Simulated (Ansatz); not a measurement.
## What a change does: single-point calculation on CH5FGaN

System: CH5FGaN.
Method of the first run: RKS SPW92 (LDA)/def2-TZVP (Ansatz 0.2.0).

Text and figures count atoms from 1; the logs count them from 0 in places.

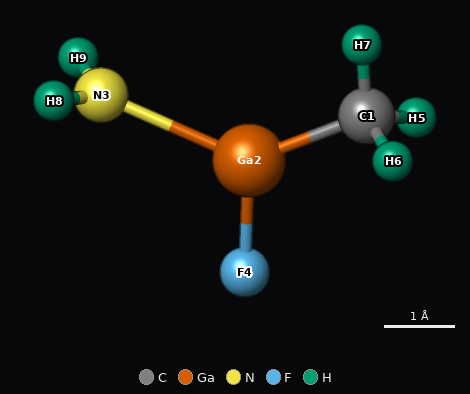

**Figure 1.** The structure (ball-and-stick view, seen at a tilt; atoms are numbered from 1 in the order of the input). Sticks mark near contacts.

## Input, the first run
```yaml
crystal:
  periodic: [false, false, false]
  atoms:
    - { symbol: C, position_ang: [-0.316543, 1.469659, -0.39404] }
    - { symbol: Ga, position_ang: [0.307184, -0.339777, -0.279266] }
    - { symbol: "N", position_ang: [-0.012266, -2.034545, 1.306724] }
    - { symbol: F, position_ang: [1.331486, -0.93758, -1.5782] }
    - { symbol: H, position_ang: [-0.87006, 1.606224, -1.334773] }
    - { symbol: H, position_ang: [0.545429, 2.153084, -0.407956] }
    - { symbol: H, position_ang: [-0.969348, 1.731478, 0.449975] }
    - { symbol: H, position_ang: [0.580916, -2.19941, 2.113758] }
    - { symbol: H, position_ang: [-0.788156, -2.687261, 1.23419] }
basis:
  gaussian: { orbitals: def2-TZVP }
hamiltonian:
  xc: lda
output:
  forces: true
```

Launched with:
```bash
ansatz run input.yaml --threads 1 --pin off --max-ram 2560MiB --backend cpu --events-out ev --progress --plain --runs-dir out
```

Hardware: 1 thread of Arm Neoverse V1, 24 GiB of memory available, shared host.

## Output (the first run)
```
Engine: ansatz 0.2.0, aarch64-unknown-linux-gnu
Functional definition: SPW92
  exchange = slater_x
  correlation = pw_c
1079 factors; their error is unknown
mean field evaluation 1: about -57559.2731 eV, gradient 1.1e2 eV
mean field evaluation 2: about -57455.4681 eV, gradient 2.0e2 eV
mean field evaluation 4: about -57581.9220 eV, gradient 2.5e1 eV
mean field evaluation 8: about -57583.3250 eV, gradient 9.8e-1 eV
mean field evaluation 16: about -57583.3008 eV, gradient 1.3e-3 eV
mean field -57583.30081393 eV, -2116.1472735487 hartree, gradient 3.3e-5 eV, S^2 0.000000; 0 other end points of the search recorded, 0 dependent functions left out
the calculation of the forces begins
reference -57583.30085439 eV, -2116.1472750357 hartree; 29, 29 occupied and 142, 142 virtual orbitals, 1079 factors
Total energy: -57583.30085439 eV, -2116.1472750357 hartree
Atom 0 at    -0.316543     1.469659    -0.394040 Å, force    -0.207186     0.184779     0.191373 eV/Å
Atom 1 at     0.307184    -0.339777    -0.279266 Å, force    -0.114562    -2.934011     2.134792 eV/Å
Atom 2 at    -0.012266    -2.034545     1.306724 Å, force     0.254329     2.411584    -2.220694 eV/Å
Atom 3 at     1.331486    -0.937580    -1.578200 Å, force    -0.244298     0.127222     0.307883 eV/Å
Atom 4 at    -0.870060     1.606224    -1.334773 Å, force     0.018456    -0.097492    -0.049422 eV/Å
Atom 5 at     0.545429     2.153084    -0.407956 Å, force     0.085097    -0.074856    -0.003480 eV/Å
Atom 6 at    -0.969348     1.731478     0.449975 Å, force     0.026702    -0.069014     0.005189 eV/Å
Atom 7 at     0.580916    -2.199410     2.113758 Å, force     0.197240     0.276734    -0.127824 eV/Å
Atom 8 at    -0.788156    -2.687261     1.234190 Å, force    -0.015778     0.175053    -0.237818 eV/Å
Dipole moment:    -0.312571     0.589532     0.124702 e Å
```

The input of the second run differs as follows (lines with − go, lines with + come):
```diff
-    - { symbol: "N", position_ang: [-0.012266, -2.034545, 1.306724] }
+    - { symbol: "N", position_ang: [0.064494, -1.627309, 0.925626] }
-    - { symbol: H, position_ang: [0.580916, -2.19941, 2.113758] }
-    - { symbol: H, position_ang: [-0.788156, -2.687261, 1.23419] }
+    - { symbol: H, position_ang: [-0.487375, -1.538652, 1.772933] }
+    - { symbol: H, position_ang: [0.486688, -2.544913, 0.811353] }
```

Predict how the results change.

On the same kind of shared host the second run took about 190 times as long.

## Output (the second run)
```
Engine: ansatz 0.2.0, aarch64-unknown-linux-gnu
Functional definition: SPW92
  exchange = slater_x
  correlation = pw_c
1079 factors; their error is unknown
mean field evaluation 1: about -57563.3344 eV, gradient 1.1e2 eV
mean field evaluation 2: about -57501.9782 eV, gradient 1.9e2 eV
mean field evaluation 4: about -57584.1524 eV, gradient 2.3e1 eV
mean field evaluation 8: about -57585.3450 eV, gradient 3.5e-1 eV
mean field evaluation 16: about -57585.3226 eV, gradient 1.9e-4 eV
mean field -57585.32257468 eV, -2116.2215718859 hartree, gradient 3.2e-5 eV, S^2 0.000000; 0 other end points of the search recorded, 0 dependent functions left out
the calculation of the forces begins
reference -57585.32261189 eV, -2116.2215732535 hartree; 29, 29 occupied and 142, 142 virtual orbitals, 1079 factors
Total energy: -57585.32261189 eV, -2116.2215732535 hartree
Atom 0 at    -0.316543     1.469659    -0.394040 Å, force     0.003647    -0.001582    -0.004223 eV/Å
Atom 1 at     0.307184    -0.339777    -0.279266 Å, force     0.022404     0.159181    -0.136273 eV/Å
Atom 2 at     0.064494    -1.627309     0.925626 Å, force    -0.028986    -0.150529     0.141479 eV/Å
Atom 3 at     1.331486    -0.937580    -1.578200 Å, force     0.005331    -0.000553    -0.008530 eV/Å
Atom 4 at    -0.870060     1.606224    -1.334773 Å, force    -0.000575     0.001800    -0.000016 eV/Å
Atom 5 at     0.545429     2.153084    -0.407956 Å, force    -0.000896     0.001937    -0.000525 eV/Å
Atom 6 at    -0.969348     1.731478     0.449975 Å, force    -0.000193     0.000458     0.000242 eV/Å
Atom 7 at    -0.487375    -1.538652     1.772933 Å, force     0.000982    -0.006978     0.002151 eV/Å
Atom 8 at     0.486688    -2.544913     0.811353 Å, force    -0.001714    -0.003733     0.005695 eV/Å
Dipole moment:    -0.352852     0.160833     0.476617 e Å
```

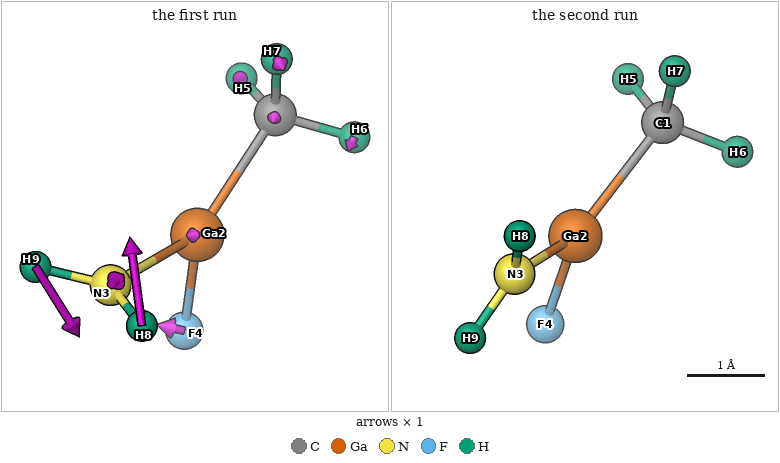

**Figure 2.** The two input geometries at one scale (ball-and-stick view, seen at a tilt). The pink arrows on the first give the shifts of the atoms after the best rigid fit, at true length. H8 moves most after the best rigid fit: 1.19 Å. Largest moves by element: H 1.19 Å, F 0.40 Å, N 0.37 Å, Ga 0.21 Å, C 0.18 Å. Among the contacts that change: Ga2–N3 2.343 → 1.780 Å.

## The two runs side by side

| quantity | the first run | the second run |
| --- | --- | --- |
| outcome | converged | converged |
| total energy (hartree) | −2116.147275 | – |
| largest force (eV/Å) | 3.630 | – |
| basis functions | 171 | – |
| wall time (shared host) | 3.2 s | 10 min |
